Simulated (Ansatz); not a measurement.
Input file:

```
crystal:
  periodic: [false, false, false]
  atoms:
    - {symbol: C, position_ang: [-0.479295, -0.597002, 1.207171]}
    - {symbol: C, position_ang: [0.123129, 0.195742, 0.050099]}
    - {symbol: C, position_ang: [1.452909, -0.434920, -0.367193]}
    - {symbol: C, position_ang: [-0.839093, 0.194011, -1.134930]}
    - {symbol: O, position_ang: [0.424519, 1.502917, 0.445266]}
    - {symbol: Cu, position_ang: [-0.898780, 2.580619, 1.012134]}
    - {symbol: H, position_ang: [0.193122, -0.567821, 2.067299]}
    - {symbol: H, position_ang: [-0.664797, -1.641843, 0.941528]}
    - {symbol: H, position_ang: [-1.434934, -0.148811, 1.505704]}
    - {symbol: H, position_ang: [1.893607, 0.139705, -1.184089]}
    - {symbol: H, position_ang: [1.318652, -1.468926, -0.695697]}
    - {symbol: H, position_ang: [2.148424, -0.420192, 0.474094]}
    - {symbol: H, position_ang: [-0.424199, 0.789398, -1.951134]}
    - {symbol: H, position_ang: [-1.040426, -0.815952, -1.503859]}
    - {symbol: H, position_ang: [-1.794840, 0.642375, -0.836994]}
basis:
  gaussian: {orbitals: def2-TZVPP}
hamiltonian: {xc: pbe0, dispersion: d4}
output: {orbitals: {seedname: orbitals}}
```

Run with:

```sh
ansatz run in.yaml --threads 2 --pin off --events-out ev --progress --plain --max-ram 22528MiB --backend cuda --devices 0, --max-vram 18GiB
```

Geometry: PBE0-D4/def2-TZVP.

These are results of Ansatz 0.2.0, RKS PBE0-D4/def2-TZVPP, not measurements.

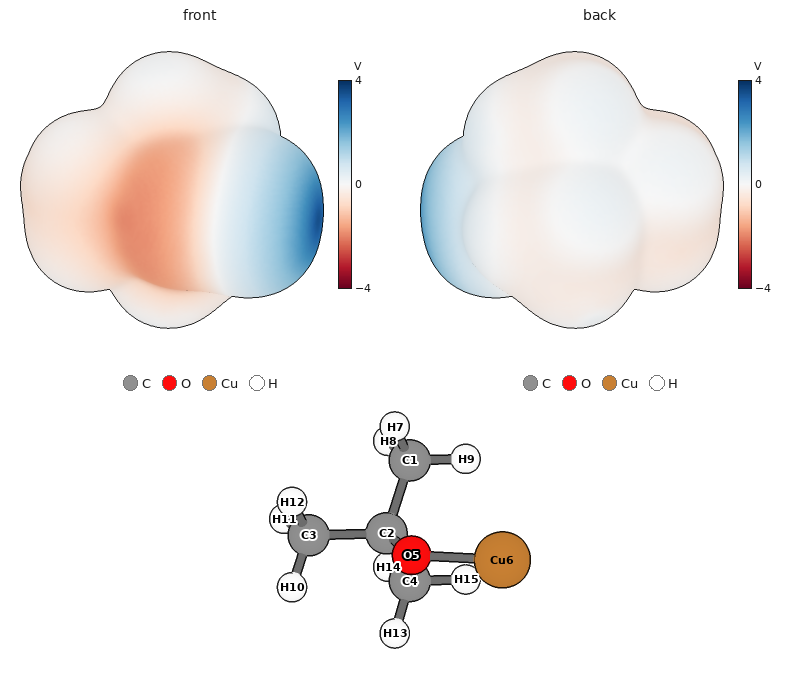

C4H9CuO (SMILES CC(C)(C)[O][Cu]). The electrostatic potential painted on the density surface at 0.001 e/bohr³, seen from the front and from behind; red is negative and blue positive. The bare structure is drawn below in the same view.

Where is the surface potential most negative and most positive?

Answer. The most negative region (about −1.8 V, or −42 kcal/mol for a unit charge) lies over O5, the most positive (about +3.2 V, or +74 kcal/mol for a unit charge) over Cu6. O5 is the likeliest acceptor of a hydrogen bond.
